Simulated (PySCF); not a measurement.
Run report: CH$_{3}$ClFSi, single-point calculation (part 2 of 2)

The same run, continued: CH$_{3}$ClFSi, multiplicity 2; MP2/ma-def2-TZVP, UHF (PySCF 2.14.0). The geometry was optimised with HF/SBKJC.

Geometry of the input (Å):
```
C  -0.1585  0.8495  -0.1059
Si -0.2515  -0.9227  0.5742
F  1.2635  -1.2318  1.2924
Cl -0.4089  -2.3349  -1.0905
H  -1.0641  1.1066  -0.6484
H  -0.0138  1.5513  0.7123
H  0.6948  0.9139  -0.7799
```

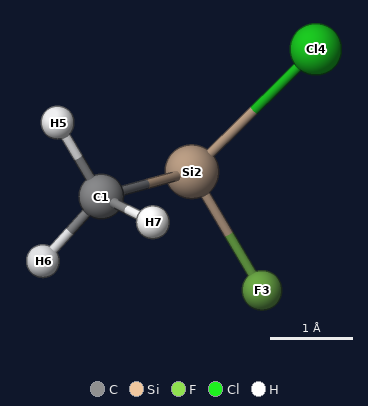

*The structure as given in the input (ball-and-stick view, seen at a tilt; atoms are numbered from 1 in the order of the input).*

Output, continued
```
MO #153 energy= 7.4089962543682    | 7.41044051496131   occ= 0 | 0
MO #154 energy= 7.411543432952     | 7.41364092715984   occ= 0 | 0
MO #155 energy= 7.41997648360363   | 7.42173179659519   occ= 0 | 0
MO #156 energy= 7.44244275999666   | 7.44519922402742   occ= 0 | 0
MO #157 energy= 7.45959170149764   | 7.46190355778473   occ= 0 | 0
MO #158 energy= 7.67553305834597   | 7.67858935220395   occ= 0 | 0
MO #159 energy= 8.92686722207523   | 8.9304572691554    occ= 0 | 0
MO #160 energy= 8.94498973243314   | 8.94863590762562   occ= 0 | 0
MO #161 energy= 9.14453289096639   | 9.14988060751764   occ= 0 | 0
MO #162 energy= 9.16739385587545   | 9.17110621498463   occ= 0 | 0
MO #163 energy= 9.32226411952194   | 9.32735427763027   occ= 0 | 0
MO #164 energy= 11.3577298961504   | 11.3671592611078   occ= 0 | 0
MO #165 energy= 11.5736712077626   | 11.575153372425    occ= 0 | 0
MO #166 energy= 11.5875941504764   | 11.5886641703266   occ= 0 | 0
MO #167 energy= 11.8826126686806   | 11.8867484703311   occ= 0 | 0
MO #168 energy= 23.2716653530285   | 23.2746222796362   occ= 0 | 0
MO #169 energy= 25.8715771958237   | 25.8732451334661   occ= 0 | 0
MO #170 energy= 58.754508047784    | 58.7562946262431   occ= 0 | 0

To work with the spin densities directly, `use mulliken_meta_spin()` only printing them here.

 ** Mulliken spin pop alpha/beta on meta-lowdin orthogonal AOs **
 ** Mulliken Spin Density (per AO)  **
spin_pop of  0 C 1s       -0.00000
spin_pop of  0 C 2s        0.01644
spin_pop of  0 C 3s        0.00006
spin_pop of  0 C 4s        0.00067
spin_pop of  0 C 5s        0.00028
spin_pop of  0 C 6s        0.00004
spin_pop of  0 C 2px       0.00457
spin_pop of  0 C 2py       0.05900
spin_pop of  0 C 2pz       0.01559
spin_pop of  0 C 3px       0.00058
spin_pop of  0 C 3py      -0.00013
spin_pop of  0 C 3pz       0.00027
spin_pop of  0 C 4px       0.00004
spin_pop of  0 C 4py       0.00014
spin_pop of  0 C 4pz      -0.00001
spin_pop of  0 C 5px       0.00003
spin_pop of  0 C 5py       0.00027
spin_pop of  0 C 5pz       0.00002
spin_pop of  0 C 3dxy      0.00006
spin_pop of  0 C 3dyz     -0.00017
spin_pop of  0 C 3dz^2     0.00015
spin_pop of  0 C 3dxz      0.00003
spin_pop of  0 C 3dx2-y2    0.00022
spin_pop of  0 C 4dxy      0.00017
spin_pop of  0 C 4dyz      0.00001
spin_pop of  0 C 4dz^2     0.00002
spin_pop of  0 C 4dxz     -0.00000
spin_pop of  0 C 4dx2-y2    0.00001
spin_pop of  0 C 4f-3      0.00003
spin_pop of  0 C 4f-2     -0.00001
spin_pop of  0 C 4f-1      0.00002
spin_pop of  0 C 4f+0      0.00001
spin_pop of  0 C 4f+1      0.00002
spin_pop of  0 C 4f+2      0.00009
spin_pop of  0 C 4f+3      0.00005
spin_pop of  1 Si 1s       -0.00000
spin_pop of  1 Si 2s        0.00006
spin_pop of  1 Si 3s        0.27000
spin_pop of  1 Si 4s        0.00197
spin_pop of  1 Si 5s        0.00001
spin_pop of  1 Si 6s        0.00001
spin_pop of  1 Si 2px       0.00000
spin_pop of  1 Si 2py       0.00000
spin_pop of  1 Si 2pz       0.00000
spin_pop of  1 Si 3px       0.24595
spin_pop of  1 Si 3py       0.02365
spin_pop of  1 Si 3pz       0.24154
spin_pop of  1 Si 4px       0.00038
spin_pop of  1 Si 4py       0.00041
spin_pop of  1 Si 4pz      -0.00017
spin_pop of  1 Si 5px      -0.00002
spin_pop of  1 Si 5py       0.00005
spin_pop of  1 Si 5pz       0.00001
spin_pop of  1 Si 6px       0.00001
spin_pop of  1 Si 6py       0.00000
spin_pop of  1 Si 6pz      -0.00000
spin_pop of  1 Si 7px       0.00000
spin_pop of  1 Si 7py      -0.00000
spin_pop of  1 Si 7pz       0.00000
spin_pop of  1 Si 3dxy      0.00059
spin_pop of  1 Si 3dyz     -0.00055
spin_pop of  1 Si 3dz^2    -0.00015
spin_pop of  1 Si 3dxz      0.01201
spin_pop of  1 Si 3dx2-y2    0.00342
spin_pop of  1 Si 4dxy      0.00004
spin_pop of  1 Si 4dyz     -0.00002
spin_pop of  1 Si 4dz^2    -0.00001
spin_pop of  1 Si 4dxz     -0.00003
spin_pop of  1 Si 4dx2-y2   -0.00014
spin_pop of  1 Si 4f-3      0.00002
spin_pop of  1 Si 4f-2     -0.00005
spin_pop of  1 Si 4f-1      0.00004
spin_pop of  1 Si 4f+0     -0.00008
spin_pop of  1 Si 4f+1     -0.00006
spin_pop of  1 Si 4f+2      0.00013
spin_pop of  1 Si 4f+3     -0.00004
spin_pop of  2 F 1s       -0.00000
spin_pop of  2 F 2s        0.00198
spin_pop of  2 F 3s        0.00009
spin_pop of  2 F 4s        0.00006
spin_pop of  2 F 5s        0.00015
spin_pop of  2 F 6s        0.00010
spin_pop of  2 F 2px       0.02827
spin_pop of  2 F 2py      -0.00054
spin_pop of  2 F 2pz       0.00216
spin_pop of  2 F 3px       0.00110
spin_pop of  2 F 3py       0.00008
spin_pop of  2 F 3pz       0.00159
spin_pop of  2 F 4px      -0.00010
spin_pop of  2 F 4py      -0.00001
spin_pop of  2 F 4pz       0.00007
spin_pop of  2 F 5px       0.00009
spin_pop of  2 F 5py      -0.00001
spin_pop of  2 F 5pz       0.00000
spin_pop of  2 F 3dxy      0.00002
spin_pop of  2 F 3dyz     -0.00000
spin_pop of  2 F 3dz^2     0.00001
spin_pop of  2 F 3dxz      0.00003
spin_pop of  2 F 3dx2-y2   -0.00004
spin_pop of  2 F 4dxy     -0.00000
spin_pop of  2 F 4dyz      0.00000
spin_pop of  2 F 4dz^2     0.00003
spin_pop of  2 F 4dxz     -0.00000
spin_pop of  2 F 4dx2-y2    0.00001
spin_pop of  2 F 4f-3      0.00000
spin_pop of  2 F 4f-2     -0.00000
spin_pop of  2 F 4f-1      0.00000
spin_pop of  2 F 4f+0      0.00000
spin_pop of  2 F 4f+1      0.00000
spin_pop of  2 F 4f+2      0.00000
spin_pop of  2 F 4f+3      0.00000
spin_pop of  3 Cl 1s       -0.00000
spin_pop of  3 Cl 2s       -0.00000
spin_pop of  3 Cl 3s        0.00144
spin_pop of  3 Cl 4s        0.00013
spin_pop of  3 Cl 5s        0.00014
spin_pop of  3 Cl 6s        0.00008
spin_pop of  3 Cl 2px       0.00000
spin_pop of  3 Cl 2py       0.00000
spin_pop of  3 Cl 2pz       0.00000
spin_pop of  3 Cl 3px       0.00723
spin_pop of  3 Cl 3py      -0.00097
spin_pop of  3 Cl 3pz       0.05529
spin_pop of  3 Cl 4px       0.00099
spin_pop of  3 Cl 4py       0.00018
spin_pop of  3 Cl 4pz       0.00069
spin_pop of  3 Cl 5px       0.00000
spin_pop of  3 Cl 5py       0.00008
spin_pop of  3 Cl 5pz       0.00001
spin_pop of  3 Cl 6px       0.00000
spin_pop of  3 Cl 6py      -0.00001
spin_pop of  3 Cl 6pz       0.00005
spin_pop of  3 Cl 7px       0.00000
spin_pop of  3 Cl 7py      -0.00001
spin_pop of  3 Cl 7pz       0.00002
spin_pop of  3 Cl 3dxy     -0.00006
spin_pop of  3 Cl 3dyz     -0.00052
spin_pop of  3 Cl 3dz^2    -0.00078
spin_pop of  3 Cl 3dxz      0.00008
spin_pop of  3 Cl 3dx2-y2    0.00014
spin_pop of  3 Cl 4dxy      0.00007
spin_pop of  3 Cl 4dyz     -0.00002
spin_pop of  3 Cl 4dz^2     0.00003
spin_pop of  3 Cl 4dxz      0.00000
spin_pop of  3 Cl 4dx2-y2   -0.00000
spin_pop of  3 Cl 4f-3      0.00000
spin_pop of  3 Cl 4f-2      0.00001
spin_pop of  3 Cl 4f-1      0.00000
spin_pop of  3 Cl 4f+0      0.00002
spin_pop of  3 Cl 4f+1      0.00001
spin_pop of  3 Cl 4f+2      0.00001
spin_pop of  3 Cl 4f+3      0.00000
spin_pop of  4 H 1s       -0.00595
spin_pop of  4 H 2s        0.00001
spin_pop of  4 H 3s        0.00003
spin_pop of  4 H 2px      -0.00001
spin_pop of  4 H 2py       0.00001
spin_pop of  4 H 2pz      -0.00000
spin_pop of  5 H 1s       -0.00645
spin_pop of  5 H 2s        0.00001
spin_pop of  5 H 3s        0.00003
spin_pop of  5 H 2px      -0.00000
spin_pop of  5 H 2py       0.00002
spin_pop of  5 H 2pz      -0.00002
spin_pop of  6 H 1s        0.01433
spin_pop of  6 H 2s        0.00086
spin_pop of  6 H 3s        0.00008
spin_pop of  6 H 2px       0.00003
spin_pop of  6 H 2py      -0.00001
spin_pop of  6 H 2pz      -0.00001
 ** Mulliken Spin Density (per atom)  **
spin density of  0 C =      0.09858
spin density of  1 Si =      0.79897
spin density of  2 F =      0.03513
spin density of  3 Cl =      0.06435
spin density of  4 H =     -0.00591
spin density of  5 H =     -0.00641
spin density of  6 H =      0.01529
 ** Mulliken pop alpha/beta on meta-lowdin orthogonal AOs **
 ** Mulliken pop       alpha | beta **
pop of  0 C 1s        0.99999 | 0.99999
pop of  0 C 2s        0.54671 | 0.53027
pop of  0 C 3s        0.00092 | 0.00086
pop of  0 C 4s        0.00234 | 0.00167
pop of  0 C 5s        0.00034 | 0.00006
pop of  0 C 6s        0.00024 | 0.00020
pop of  0 C 2px       0.56928 | 0.56471
pop of  0 C 2py       0.61879 | 0.55979
pop of  0 C 2pz       0.57627 | 0.56067
pop of  0 C 3px       0.00134 | 0.00076
pop of  0 C 3py       0.00082 | 0.00095
pop of  0 C 3pz       0.00112 | 0.00085
pop of  0 C 4px       0.00029 | 0.00025
pop of  0 C 4py       0.00095 | 0.00081
pop of  0 C 4pz       0.00036 | 0.00037
pop of  0 C 5px       0.00032 | 0.00029
pop of  0 C 5py       0.00056 | 0.00029
pop of  0 C 5pz       0.00033 | 0.00031
pop of  0 C 3dxy      0.00029 | 0.00023
pop of  0 C 3dyz      0.00103 | 0.00120
pop of  0 C 3dz^2     0.00080 | 0.00065
pop of  0 C 3dxz      0.00116 | 0.00113
pop of  0 C 3dx2-y2    0.00176 | 0.00154
pop of  0 C 4dxy      0.00036 | 0.00020
pop of  0 C 4dyz      0.00027 | 0.00026
pop of  0 C 4dz^2     0.00009 | 0.00007
pop of  0 C 4dxz      0.00016 | 0.00016
pop of  0 C 4dx2-y2    0.00013 | 0.00013
pop of  0 C 4f-3      0.00014 | 0.00011
pop of  0 C 4f-2      0.00006 | 0.00007
pop of  0 C 4f-1      0.00017 | 0.00015
pop of  0 C 4f+0      0.00004 | 0.00004
pop of  0 C 4f+1      0.00005 | 0.00003
pop of  0 C 4f+2      0.00098 | 0.00089
pop of  0 C 4f+3      0.00005 | 0.00001
pop of  1 Si 1s        1.00000 | 1.00000
pop of  1 Si 2s        0.99995 | 0.99989
pop of  1 Si 3s        0.69363 | 0.42363
pop of  1 Si 4s        0.00396 | 0.00200
pop of  1 Si 5s        0.00028 | 0.00026
pop of  1 Si 6s        0.00029 | 0.00028
pop of  1 Si 2px       1.00000 | 1.00000
pop of  1 Si 2py       1.00000 | 1.00000
pop of  1 Si 2pz       1.00000 | 1.00000
pop of  1 Si 3px       0.37865 | 0.13270
pop of  1 Si 3py       0.31398 | 0.29033
pop of  1 Si 3pz       0.39784 | 0.15631
pop of  1 Si 4px       0.00321 | 0.00283
pop of  1 Si 4py       0.00475 | 0.00434
pop of  1 Si 4pz       0.00296 | 0.00313
pop of  1 Si 5px       0.00057 | 0.00059
pop of  1 Si 5py       0.00048 | 0.00043
pop of  1 Si 5pz       0.00029 | 0.00028
pop of  1 Si 6px       0.00001 | 0.00001
pop of  1 Si 6py       0.00007 | 0.00007
pop of  1 Si 6pz       0.00008 | 0.00008
pop of  1 Si 7px       0.00001 | 0.00001
pop of  1 Si 7py       0.00007 | 0.00007
pop of  1 Si 7pz       0.00006 | 0.00006
pop of  1 Si 3dxy      0.00402 | 0.00344
pop of  1 Si 3dyz      0.00597 | 0.00652
pop of  1 Si 3dz^2     0.00464 | 0.00479
pop of  1 Si 3dxz      0.01687 | 0.00486
pop of  1 Si 3dx2-y2    0.01000 | 0.00658
pop of  1 Si 4dxy      0.00055 | 0.00051
pop of  1 Si 4dyz      0.00113 | 0.00115
pop of  1 Si 4dz^2     0.00041 | 0.00041
pop of  1 Si 4dxz      0.00072 | 0.00075
pop of  1 Si 4dx2-y2    0.00124 | 0.00138
pop of  1 Si 4f-3      0.00042 | 0.00039
pop of  1 Si 4f-2      0.00054 | 0.00060
pop of  1 Si 4f-1      0.00035 | 0.00031
pop of  1 Si 4f+0      0.00016 | 0.00024
pop of  1 Si 4f+1      0.00067 | 0.00073
pop of  1 Si 4f+2      0.00087 | 0.00074
pop of  1 Si 4f+3      0.00027 | 0.00032
pop of  2 F 1s        1.00000 | 1.00000
pop of  2 F 2s        0.93530 | 0.93332
pop of  2 F 3s        0.00087 | 0.00079
pop of  2 F 4s        0.00055 | 0.00049
pop of  2 F 5s        0.00046 | 0.00031
pop of  2 F 6s        0.00025 | 0.00015
pop of  2 F 2px       0.91633 | 0.88807
pop of  2 F 2py       0.97315 | 0.97369
pop of  2 F 2pz       0.95983 | 0.95768
pop of  2 F 3px       0.00126 | 0.00016
pop of  2 F 3py       0.00158 | 0.00150
pop of  2 F 3pz       0.00235 | 0.00076
pop of  2 F 4px       0.00165 | 0.00175
pop of  2 F 4py       0.00106 | 0.00107
pop of  2 F 4pz       0.00114 | 0.00107
pop of  2 F 5px       0.00024 | 0.00016
pop of  2 F 5py       0.00028 | 0.00030
pop of  2 F 5pz       0.00029 | 0.00028
pop of  2 F 3dxy      0.00072 | 0.00070
pop of  2 F 3dyz      0.00017 | 0.00018
pop of  2 F 3dz^2     0.00048 | 0.00047
pop of  2 F 3dxz      0.00119 | 0.00116
pop of  2 F 3dx2-y2    0.00109 | 0.00112
pop of  2 F 4dxy      0.00011 | 0.00012
pop of  2 F 4dyz      0.00003 | 0.00003
pop of  2 F 4dz^2     0.00010 | 0.00007
pop of  2 F 4dxz      0.00019 | 0.00019
pop of  2 F 4dx2-y2    0.00019 | 0.00019
pop of  2 F 4f-3      0.00002 | 0.00002
pop of  2 F 4f-2      0.00001 | 0.00001
pop of  2 F 4f-1      0.00000 | 0.00000
pop of  2 F 4f+0      0.00001 | 0.00001
pop of  2 F 4f+1      0.00002 | 0.00002
pop of  2 F 4f+2      0.00003 | 0.00003
pop of  2 F 4f+3      0.00002 | 0.00002
pop of  3 Cl 1s        1.00000 | 1.00000
pop of  3 Cl 2s        0.99997 | 0.99997
pop of  3 Cl 3s        0.94214 | 0.94070
pop of  3 Cl 4s        0.00086 | 0.00072
pop of  3 Cl 5s        0.00068 | 0.00054
pop of  3 Cl 6s        0.00028 | 0.00020
pop of  3 Cl 2px       1.00000 | 1.00000
pop of  3 Cl 2py       1.00000 | 1.00000
pop of  3 Cl 2pz       1.00000 | 0.99999
pop of  3 Cl 3px       0.97456 | 0.96733
pop of  3 Cl 3py       0.89761 | 0.89858
pop of  3 Cl 3pz       0.88220 | 0.82691
pop of  3 Cl 4px       0.00132 | 0.00033
pop of  3 Cl 4py       0.00105 | 0.00087
pop of  3 Cl 4pz       0.00132 | 0.00064
pop of  3 Cl 5px       0.00033 | 0.00033
pop of  3 Cl 5py       0.00047 | 0.00039
pop of  3 Cl 5pz       0.00064 | 0.00063
pop of  3 Cl 6px       0.00014 | 0.00013
pop of  3 Cl 6py       0.00008 | 0.00009
pop of  3 Cl 6pz       0.00012 | 0.00007
pop of  3 Cl 7px       0.00007 | 0.00007
pop of  3 Cl 7py       0.00004 | 0.00005
pop of  3 Cl 7pz       0.00007 | 0.00004
pop of  3 Cl 3dxy      0.00064 | 0.00070
pop of  3 Cl 3dyz      0.00443 | 0.00495
pop of  3 Cl 3dz^2     0.00140 | 0.00218
pop of  3 Cl 3dxz      0.00077 | 0.00069
pop of  3 Cl 3dx2-y2    0.00117 | 0.00103
pop of  3 Cl 4dxy      0.00015 | 0.00008
pop of  3 Cl 4dyz      0.00020 | 0.00021
pop of  3 Cl 4dz^2     0.00018 | 0.00016
pop of  3 Cl 4dxz      0.00008 | 0.00008
pop of  3 Cl 4dx2-y2    0.00007 | 0.00007
pop of  3 Cl 4f-3      0.00003 | 0.00003
pop of  3 Cl 4f-2      0.00009 | 0.00008
pop of  3 Cl 4f-1      0.00026 | 0.00026
pop of  3 Cl 4f+0      0.00008 | 0.00006
pop of  3 Cl 4f+1      0.00004 | 0.00003
pop of  3 Cl 4f+2      0.00018 | 0.00017
pop of  3 Cl 4f+3      0.00003 | 0.00003
pop of  4 H 1s        0.42895 | 0.43490
pop of  4 H 2s        0.00210 | 0.00208
pop of  4 H 3s        0.00103 | 0.00101
pop of  4 H 2px       0.00038 | 0.00039
pop of  4 H 2py       0.00008 | 0.00007
pop of  4 H 2pz       0.00017 | 0.00018
pop of  5 H 1s        0.42907 | 0.43553
pop of  5 H 2s        0.00211 | 0.00210
pop of  5 H 3s        0.00102 | 0.00099
pop of  5 H 2px       0.00001 | 0.00002
pop of  5 H 2py       0.00034 | 0.00032
pop of  5 H 2pz       0.00028 | 0.00030
pop of  6 H 1s        0.43650 | 0.42217
pop of  6 H 2s        0.00301 | 0.00214
pop of  6 H 3s        0.00112 | 0.00104
pop of  6 H 2px       0.00036 | 0.00033
pop of  6 H 2py       0.00002 | 0.00004
pop of  6 H 2pz       0.00023 | 0.00025
In total            25.00000 | 24.00000
 ** Mulliken atomic charges   ( Nelec_alpha | Nelec_beta ) **
charge of  0C =     -0.55847  (     3.32853      3.22995 )
charge of  1Si =      1.09904  (     6.84997      6.05099 )
charge of  2F =     -0.56683  (     4.80098      4.76585 )
charge of  3Cl =     -0.36309  (     8.71372      8.64937 )
charge of  4H =      0.12866  (     0.43272      0.43863 )
charge of  5H =      0.12791  (     0.43284      0.43925 )
charge of  6H =      0.13278  (     0.44125      0.42597 )
Dipole moment(X, Y, Z, Debye): -1.55112,  2.65388,  0.35735
```

Summary

```json
{"quantity": "outcome", "value": "converged"}
{"quantity": "total energy", "value": "−888.353817 hartree"}
{"quantity": "SCF energy", "value": "−887.651778 hartree"}
{"quantity": "correlation energy", "value": "−0.702039 hartree"}
{"quantity": "basis functions", "value": "170"}
{"quantity": "⟨S²⟩", "value": "0.756"}
{"quantity": "wall time", "value": "11 s"}
{"quantity": "peak memory", "value": "0.29 GiB"}
```

Remarks

The record of the run, not the program, notes: logged alpha LUMO and gap are faulty.
